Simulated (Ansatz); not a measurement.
# AlCl3 on Si(111), partly H-covered, underside capped with H: two geometries relaxed, part 2 of 2

Are the two ends of the dissociation, with Cl36 leaving for a neighbouring site separate minima, and which lies lower? Each is relaxed from a guess. The slab cell is 3×2, and the adsorbate is set down on it by hand.

Ansatz 0.2.0; DFT PBE, plane waves, PAW, scalar-relativistic, no spin polarisation. Earlier steps stand in the parts before.

## 5. The output, continued: end point B relaxed

The log, continued:

```text
WARN: The output density's exchange-correlation potential varies sharply where the density is thin. Do not read a vacuum level from v_tot or v_xc, or from such a field of the output density. On a cell that repeats whose density bears no net charge and no dipole along the vacuum's axis use v_es (v_loc + v_h of the components); under efield.dipole_correction with no amplitude use v_es + v_field, which holds any external_charges[].barrier, or the levels of the report's work_function block, which leave it out; under a non-zero efield.amplitude the vacuum is tilted and has no level; on a cell that repeats and bears such a dipole with no correction it is tilted too, and efield.dipole_correction with no amplitude gives each side of its ramp a level where efield: is served; in a cell that repeats whose density bears a net charge (total_charge, or a fill off its count) it is curved and has none; of a slab under crystal.periodic whose density bears no net charge use v_es, which has a level on each side, short of where the two are joined; of another it falls or rises all the way out and has none; of a slab beside external_charges read slab_vacuum_level instead, which it has where they leave it neutral. The grid or the basis barely resolves most such structure, and the values can differ between equally converged runs; as a rule a tighter scf.convergence.dr2_threshold does not remove it. Where the density itself ripples (under the LDA too) a higher basis.ecutwfc lessens it. The files hold the spikes' plane waves up to the density's cutoff. Files: v_tot_of_output_density and the like, and their columns of v_z.tsv (output.write_potential); v_xc_of_output_density and the like, and their columns of v_comp_z.tsv (output.write_potential_components). Measured: with its Gaussian average of σ = 0.25 Å subtracted twice, the exchange-correlation potential is over 0.1 eV at 2076 of the grid points where the equally averaged density (valence and model cores) is under 1e-3 e/Å³, and 0.835 eV at the most among them, at an averaged density of 9.8e-4 e/Å³. The input density's (outcome.potential() and, of a run that writes arrays, v_tot and v_xc) is over 0.1 eV, so measured, at 1905 points of its own thin density, 0.837 eV at the most. See output.write_potential in the manual, Limitations
Free energy (F): -19196.244914 eV
Harris-Foulkes:  -19196.244914 eV  (|F-HF|=5.20e-9)
Internal energy: -19196.244884 eV  (E = F + TS)
E sigma→0 (E₀):  -19196.244899 eV
Entropy (-TS):   -0.000030 eV (-0.001 meV/atom)
Fermi energy:    -0.084897 eV
--- Per-component energies (eV) ---
  E_band       = -768.521313
  E_kinetic    = 1582.786857
  E_local      = -19113.235111  (includes V_loc(G=0)·N_el)
  E_nonlocal   = 656.466263
  E_hartree    = 8896.263887
  E_xc         = -1796.823580
  E_vxc        = -1628.976670  (∫ρ·V_xc dr)
  E_paw        = -14730.654602  (= ΣΔE_a)
  E_vpaw       = -58.079481  (= ΣTr[D̂ρ^β])
  E_aug_tail   = -0.008433  (compensation charges beyond the density's cutoff)
  E_ewald      = 5308.959836
  E_smearing   = -0.000030  (= −TS)
  E_closure    = 0.000000  (closes the sum)
  Σ components = -19196.244914   (vs F -19196.244914, Δ=0.00e0)
--- Forces (eV/Å), atoms counted from 1 ---
  atom   1  H     -0.02592447    -0.02395220    -0.05835175
  atom   2  H      0.04578623    -0.01033221    -0.06388235
  atom   3  H     -0.00248916     0.01062601    -0.05981502
  atom   4  H      0.03856605     0.01152846    -0.08546497
  atom   5  H     -0.01164707     0.02127761    -0.05108654
  atom   6  H     -0.03588843    -0.01978678    -0.07876436
  atom   7  Si     0.18416198    -0.08626867     0.07009769
  atom   8  Si    -0.11324568    -0.02028211     0.05084346
  atom   9  Si    -0.04253019     0.11134817    -0.01168754
  atom  10  Si     0.24341864    -0.17228421     0.06148517
  atom  11  Si    -0.02787620     0.16317707     0.27057615
  atom  12  Si    -0.25303716     0.01772194    -0.03489999
  atom  13  Si    -0.00182776    -0.00223537     0.00022484
  atom  14  Si    -0.00079631     0.00047954    -0.00157433
  atom  15  Si    -0.00162768     0.00198565    -0.00186833
  atom  16  Si     0.00268422    -0.00224260     0.00112433
  atom  17  Si    -0.00099409     0.00134741     0.00081346
  atom  18  Si     0.00044938    -0.00181815    -0.00174276
  atom  19  Si    -0.00028786     0.00081253    -0.00013045
  atom  20  Si     0.00090249    -0.00136998     0.00461426
  atom  21  Si     0.00163952     0.00042775     0.00075103
  atom  22  Si    -0.00267037     0.00291886    -0.00661359
  atom  23  Si     0.00358003    -0.00350768    -0.00630248
  atom  24  Si    -0.00052649     0.00107810     0.00888514
  atom  25  Si    -0.00163199     0.00110533    -0.00218508
  atom  26  Si    -0.00173011     0.00253462    -0.00052518
[...]
  atom  27  Si    -0.00675749    -0.00525991     0.01321103
  atom  28  Si    -0.00139630    -0.00045486    -0.00188828
  atom  29  Si    -0.00088217    -0.00159277    -0.00191841
  atom  30  Si     0.00071033     0.00298061    -0.00607025
  atom  31  H      0.00428328     0.00310050    -0.01563656
  atom  32  H      0.00041176     0.00023080    -0.00076147
  atom  33  H      0.00022690     0.00076076     0.00072270
  atom  34  H      0.00035671    -0.00087019    -0.00090966
  atom  35  Al     0.00300991    -0.01136250    -0.00533796
  atom  36  Cl    -0.00128478     0.00008194     0.00241996
  atom  37  Cl     0.00450567    -0.00441077    -0.00005568
  atom  38  Cl     0.00028288     0.01255510     0.01163704
  max |Σ_I F_I| component: 7.58e-5 eV/Å
--- Band table (eV) ---
  k-point 0: bands = ["-17.6126", "-16.3429", "-16.1019", "-11.9877", "-10.9201", "-10.8212", "-10.6383", "-10.1193", "-9.8702", "-9.7696", "-9.7267", "-9.6103", "-9.2218", "-9.0699", "-8.8259", "-8.1864", "-7.9538", "-7.6601", "-7.5988", "-7.3436", "-7.1307", "-6.9744", "-6.8853", "-6.6902", "-6.5323", "-6.1100", "-5.8997", "-5.7268", "-5.6757", "-5.5384", "-5.1823", "-4.9606", "-4.9222", "-4.7316", "-4.6348", "-4.4117", "-4.3129", "-4.2333", "-4.0516", "-4.0081", "-3.9458", "-3.9295", "-3.8778", "-3.7804", "-3.7386", "-3.5259", "-3.2349", "-3.1066", "-3.0199", "-2.8645", "-2.7987", "-2.7439", "-2.7050", "-2.5422", "-2.5280", "-2.4806", "-2.4406", "-1.9958", "-1.8422", "-1.6660", "-1.2750", "-1.2190", "-0.7693", "-0.6642", "-0.6288", "0.4403", "0.6220", "0.8020", "0.9612", "1.0736", "1.3475", "1.5686", "1.6648", "1.7443", "1.7840", "1.9126", "2.0968", "2.2422", "2.3034", "2.4586", "2.5310", "2.6838", "2.7629", "2.7898", "2.8142", "2.8709", "3.0460", "3.0566", "3.0791", "3.1047", "3.2559", "3.3478", "3.3992", "3.4458", "3.6344", "3.7069", "3.8315", "4.0704", "4.1925", "4.1940", "4.2918", "4.3503", "4.5945"]
  k-point 1: bands = ["-17.6122", "-16.3403", "-16.1053", "-11.3901", "-11.2477", "-10.9929", "-10.8406", "-10.3129", "-10.1806", "-9.9692", "-9.7948", "-9.4294", "-9.3416", "-8.8812", "-8.5533", "-8.3493", "-8.1043", "-7.6728", "-7.3568", "-7.0096", "-6.9602", "-6.8604", "-6.7612", "-6.6659", "-6.0317", "-5.7653", "-5.6608", "-5.5771", "-5.3424", "-5.3062", "-5.1133", "-5.0046", "-4.6629", "-4.6440", "-4.5522", "-4.5345", "-4.3882", "-4.2110", "-4.1640", "-4.1329", "-4.0535", "-3.9863", "-3.7911", "-3.7338", "-3.7078", "-3.6101", "-3.5858", "-3.5568", "-3.4848", "-3.2908", "-2.9413", "-2.8577", "-2.7816", "-2.7556", "-2.7230", "-2.5761", "-2.4751", "-2.3275", "-2.2710", "-2.2244", "-2.0007", "-1.8462", "-1.4575", "-1.4099", "-0.6928", "0.6448", "0.8874", "1.1524", "1.3467", "1.5169", "1.5833", "1.9084", "1.9965", "2.0505", "2.2483", "2.2927", "2.3683", "2.4939", "2.6477", "2.7654", "2.8877", "2.9213", "2.9855", "3.0797", "3.1928", "3.2634", "3.3643", "3.4446", "3.5961", "3.8235", "3.8666", "3.9359", "4.0302", "4.0530", "4.1146", "4.1832", "4.3322", "4.3463", "4.5685", "4.5872", "4.7041", "4.7336", "4.8193"]
  k-point 2: bands = ["-17.6126", "-16.3429", "-16.1019", "-11.7818", "-11.5298", "-10.6923", "-10.4830", "-10.1053", "-9.8561", "-9.7505", "-9.7017", "-9.3220", "-9.0768", "-9.0364", "-8.8033", "-8.2811", "-7.9583", "-7.8633", "-7.5990", "-7.3907", "-7.2258", "-7.1384", "-7.0329", "-6.7384", "-6.6683", "-6.5018", "-5.9931", "-5.6252", "-5.5401", "-5.4655", "-4.9899", "-4.9298", "-4.8069", "-4.6704", "-4.4121", "-4.3168", "-4.2520", "-4.1224", "-4.0638", "-3.9422", "-3.9015", "-3.8635", "-3.7155", "-3.6124", "-3.4076", "-3.1788", "-3.1265", "-3.0782", "-2.9768", "-2.9080", "-2.8770", "-2.7962", "-2.7024", "-2.6620", "-2.4759", "-2.4021", "-2.3819", "-2.2494", "-2.0267", "-1.9876", "-1.9656", "-1.6928", "-1.1726", "-0.9509", "-0.7540", "0.4539", "0.6856", "0.7715", "0.9861", "1.4533", "1.5439", "1.5700", "1.6339", "1.7389", "1.9109", "2.0636", "2.1306", "2.2192", "2.3125", "2.4767", "2.7017", "2.7481", "2.8293", "2.9626", "2.9815", "3.1667", "3.2791", "3.3039", "3.4121", "3.4476", "3.5134", "3.5584", "3.6591", "3.7461", "3.8142", "3.8884", "3.9580", "4.0801", "4.1500", "4.1916", "4.2139", "4.2415", "4.3062"]
  k-point 3: bands = ["-17.6122", "-16.3403", "-16.1053", "-11.5178", "-11.3653", "-10.5690", "-10.5283", "-10.3972", "-10.3108", "-9.9590", "-9.9260", "-9.5466", "-9.4702", "-9.0125", "-8.9741", "-8.1540", "-7.7338", "-7.5399", "-7.3076", "-7.2061", "-7.0144", "-6.6662", "-6.5108", "-6.3889", "-6.1954", "-5.9235", "-5.7449", "-5.6234", "-5.5578", "-5.3869", "-5.0258", "-4.9076", "-4.8005", "-4.7025", "-4.4796", "-4.2829", "-4.2753", "-4.2065", "-4.0685", "-3.9795", "-3.9538", "-3.8115", "-3.7533", "-3.6973", "-3.6220", "-3.5913", "-3.5575", "-3.4815", "-3.4346", "-3.3246", "-3.2276", "-3.0462", "-2.9965", "-2.9341", "-2.8027", "-2.6890", "-2.6475", "-2.5145", "-2.3908", "-2.3091", "-2.2198", "-2.0739", "-1.6616", "-1.4690", "-0.6447", "0.7584", "1.0832", "1.8296", "1.8324", "2.0960", "2.1341", "2.2675", "2.3043", "2.3210", "2.4173", "2.5432", "2.6189", "2.6547", "2.7744", "2.8699", "2.9728", "2.9917", "3.1536", "3.2594", "3.3076", "3.4307", "3.4985", "3.5361", "3.6279", "3.7366", "3.8103", "3.8238", "3.9172", "3.9754", "4.0242", "4.0610", "4.1773", "4.2122", "4.3024", "4.3655", "4.3974", "4.4594", "4.5186"]
--- Relaxed structure (34 steps of the walk, 34 accepted, 0 SCFs on fresh bases) ---
  F+E_penalty+E_count = -19196.24491403 eV   max|allowed force component| = 1.564e-2 eV/Å
  atoms:
    - { symbol: H, position: [0.11111112000000001, 0.16666665999999997, 0.05299764] }
    - { symbol: H, position: [0.44444446000000004, 0.16666665999999997, 0.05299764] }
    - { symbol: H, position: [0.7777778099999999, 0.16666665999999997, 0.05299764] }
    - { symbol: H, position: [0.11111112000000004, 0.6666666299999999, 0.05299764] }
    - { symbol: H, position: [0.44444446000000004, 0.6666666299999999, 0.05299764] }
    - { symbol: H, position: [0.7777778100000001, 0.6666666299999999, 0.05299764] }
    - { symbol: Si, position: [0.11111112000000001, 0.16666665999999997, 0.1324941] }
    - { symbol: Si, position: [0.44444446000000004, 0.16666665999999997, 0.1324941] }
    - { symbol: Si, position: [0.7777778099999999, 0.16666665999999997, 0.1324941] }
    - { symbol: Si, position: [0.11111112000000004, 0.6666666299999999, 0.1324941] }
    - { symbol: Si, position: [0.44444446000000004, 0.6666666299999999, 0.1324941] }
    - { symbol: Si, position: [0.7777778100000001, 0.6666666299999999, 0.1324941] }
    - { symbol: Si, position: [-0.11056367459116319, 0.33281902670478836, 0.17238477708366207] }
    - { symbol: Si, position: [0.222344021242311, 0.3328778739998256, 0.17429494557021158] }
    - { symbol: Si, position: [0.5554767198582382, 0.3333541800780764, 0.17316293597593602] }
    - { symbol: Si, position: [-0.11066986807525889, 0.8322771578238876, 0.17007308819369832] }
    - { symbol: Si, position: [0.22077368391686358, 0.8347198119086222, 0.17573037894159516] }
    - { symbol: Si, position: [0.555497287752987, 0.8344687564144431, 0.17507803591070956] }
    - { symbol: Si, position: [-0.11349295355746747, 0.3390426342898312, 0.297401954710075] }
    - { symbol: Si, position: [0.23245048711950078, 0.3116310649783201, 0.2991440395884971] }
    - { symbol: Si, position: [0.5533014971489126, 0.34166179168759775, 0.2985240795450625] }
    - { symbol: Si, position: [-0.10715299984258181, 0.8201041047482429, 0.2939446691243984] }
    - { symbol: Si, position: [0.233756495916557, 0.8380263990483156, 0.30287711141784707] }
    - { symbol: Si, position: [0.5396150865683405, 0.8435855118159493, 0.3013709757740603] }
    - { symbol: Si, position: [0.0010486614051972358, -0.003905349567547947, 0.3267045507895434] }
    - { symbol: Si, position: [0.3325811836378502, 0.004178197726185955, 0.3640270293635936] }
    - { symbol: Si, position: [0.6673020772442307, -0.0008520799737919614, 0.3290065150922542] }
    - { symbol: Si, position: [0.009152757933654415, 0.4888304675348918, 0.33767882463122395] }
    - { symbol: Si, position: [0.3301389491687824, 0.4993683749059738, 0.3393868684746629] }
    - { symbol: Si, position: [0.6651313722920367, 0.5074783796662578, 0.3391941085157955] }
    - { symbol: H, position: [0.6795427662800034, -0.0015834160096077935, 0.4145676921989244] }
    - { symbol: H, position: [0.0007841902093969066, 0.499995634034352, 0.417033396547483] }
    - { symbol: H, position: [0.3363663814385568, 0.49355029246416243, 0.41899983991395773] }
    - { symbol: H, position: [0.6687452400857328, 0.5010468830705217, 0.41864052869762697] }
    - { symbol: Al, position: [0.7745486086763363, -0.0012739627424792658, 0.4879304955846018] }
    - { symbol: Cl, position: [0.8313857887188553, -0.27559240255234796, 0.538020954681095] }
    - { symbol: Cl, position: [0.9613404119335875, 0.0030611752635577583, 0.4507701458325342] }
    - { symbol: Cl, position: [0.6466838057762494, 0.2705481433292828, 0.538761021580467] }
```

Wall time 3.5 min (2 threads of AMD EPYC 9R45 (Zen 5), shared host); peak memory 2.3 GiB.

Step by step, one in 2:

```csv
step,energy from step 1 (eV/cell),largest force component (eV/Å)
1,0.0000,3.7411
3,-2.2493,3.2454
5,-3.8536,2.1850
7,-4.5624,0.8910
9,-4.7998,0.3940
11,-4.9197,0.2114
13,-4.9805,0.1613
15,-5.0302,0.4206
17,-5.1109,0.2225
19,-5.1447,0.0535
21,-5.1726,0.1517
23,-5.2125,0.2003
25,-5.2657,0.1644
27,-5.3341,0.1288
29,-5.4212,0.2142
31,-5.4904,0.2861
33,-5.5075,0.0468
34,-5.5084,0.0156
```

Step 1 is the start. 12 atoms are held fixed.

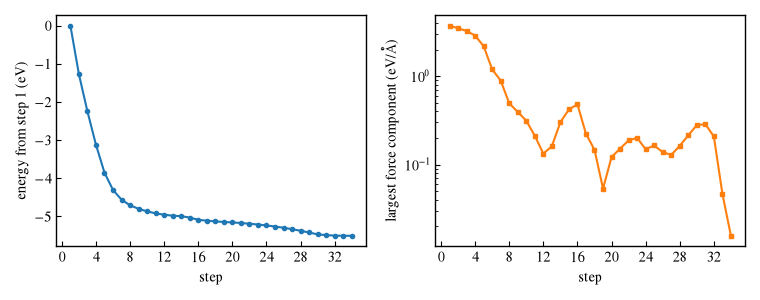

How energy and force went from step to step.

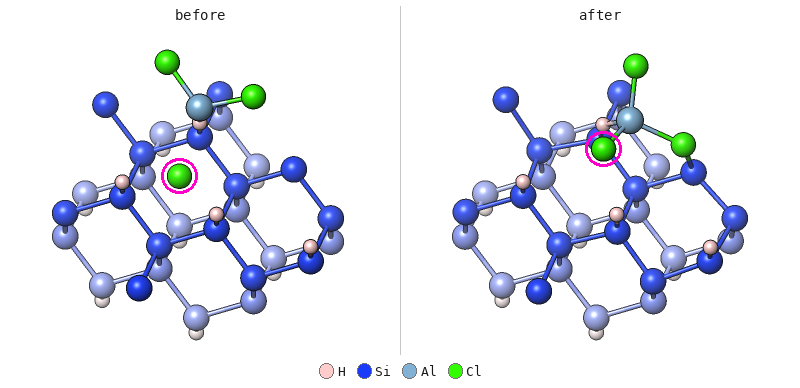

The structure before (left) and after (right), drawn at the same scale. Each atom of the cell is drawn once, at one copy chosen for all pictures, so bonds across the cell's faces may be missing, with copies of the slab's atoms added to fill out the patch; deeper layers are paler.

Largest move: Cl36, 2.75 Å.

## 6. Outcome

What follows sums up all 2 parts.

| quantity | value |
| --- | --- |
| end A | 24 moves, 1.084 eV lower |
| end B | 33 moves, 5.508 eV lower |
| largest difference between the ends | 0.02 Å |
| end B relative to end A | +0.000 eV |

Both starts fell into the same minimum (no atom differs by more than 0.02 Å), so from this start no second minimum was found and no band was run; another arrangement could still be one.
